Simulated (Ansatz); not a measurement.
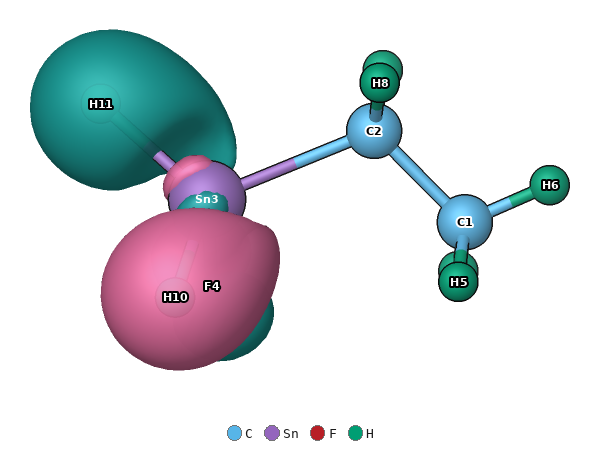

Figure 1: C$_{2}$H$_{7}$FSn (SMILES C[CH2][SnH2][F]). The HOMO−1 at ±0.15 Å⁻³ᐟ² (teal and pink are the two phases), seen across its widest extent.

Geometry: PBE0-D4/def2-TZVP; core potentials replace the inner electrons of Sn.

All numbers below come from RKS PBE0-D4/def2-TZVPP in Ansatz 0.2.0.

Input file:

```
crystal:
  periodic: [false, false, false]
  atoms:
    - {symbol: C, position_ang: [-0.627339, 1.324518, 0.231194]}
    - {symbol: C, position_ang: [-0.284869, -0.048643, 0.792444]}
    - {symbol: Sn, position_ang: [0.869743, -1.217299, -0.573085]}
    - {symbol: F, position_ang: [-0.206745, -1.207096, -2.180697]}
    - {symbol: H, position_ang: [0.269537, 1.919495, 0.040589]}
    - {symbol: H, position_ang: [-1.250644, 1.889620, 0.930058]}
    - {symbol: H, position_ang: [-1.174557, 1.245524, -0.710483]}
    - {symbol: H, position_ang: [0.277122, 0.028141, 1.727293]}
    - {symbol: H, position_ang: [-1.187134, -0.625168, 1.009805]}
    - {symbol: H, position_ang: [2.339729, -0.494072, -1.057817]}
    - {symbol: H, position_ang: [1.040656, -2.871921, -0.188703]}
basis:
  gaussian: {orbitals: def2-TZVPP}
hamiltonian: {xc: pbe0, dispersion: d4}
output: {orbitals: {seedname: orbitals}}
```

Run with:

```sh
ansatz run in.yaml --threads 4 --pin off --events-out ev --progress --plain --max-ram 10444MiB
```

Q: Where does this orbital lie, and at what energy?

A: By Hirshfeld shares it lies mainly on Sn3 (about 30 %), H10 (about 25 %), H11 (about 25 %) and F4 (about 20 %). Its energy is −9.01 eV.
